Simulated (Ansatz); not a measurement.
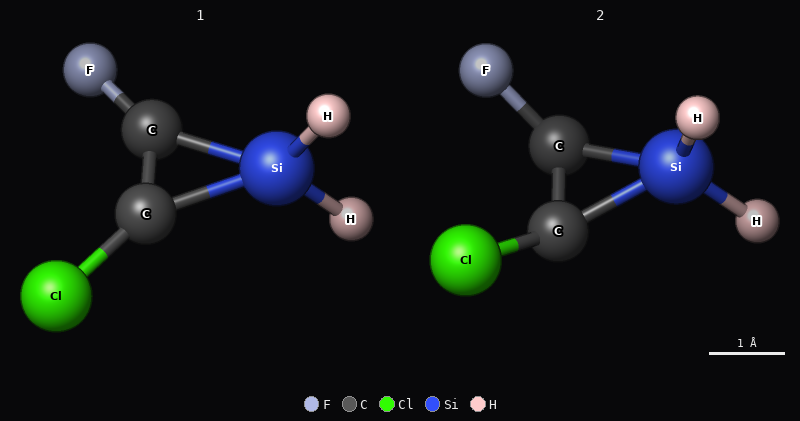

Two geometries of C$_{2}$H$_{2}$ClFSi (coarse preliminary run), drawn at one scale. One is the start of a relaxation, the other its converged end. Style: ball-and-stick. Shown from a free direction.

All numbers below come from RKS PBE-D4/def2-SVP in Ansatz 0.2.0. Set-up: force threshold 0.03 eV/Å; at most 200 steps.

### Which one is relaxed?

Structure 1 is the relaxed one. The start comes from a force field. The energy falls by 1.111 eV in 6 geometry steps. Largest force component: 2.5 eV/Å at the start, 0.015 eV/Å at the end. The atom that moves furthest after the best rigid fit is the Cl atom (0.51 Å). By element the largest moves are Cl 0.51 Å, F 0.47 Å, C 0.43 Å, H 0.42 Å, Si 0.10 Å. Among the contacts that change: C–F 1.405 → 1.326 Å, C–Cl 1.644 → 1.714 Å, C–Si 1.776 → 1.841 Å, C–Si 1.799 → 1.858 Å. Bond angles that change, for instance: F–C–Si 133.3° → 153.1°, C–C–Cl 122.9° → 139.2°, Cl–C–Si 138.0° → 152.7°. Cost: 12 s on 2 threads of Arm Neoverse V1 (shared host).
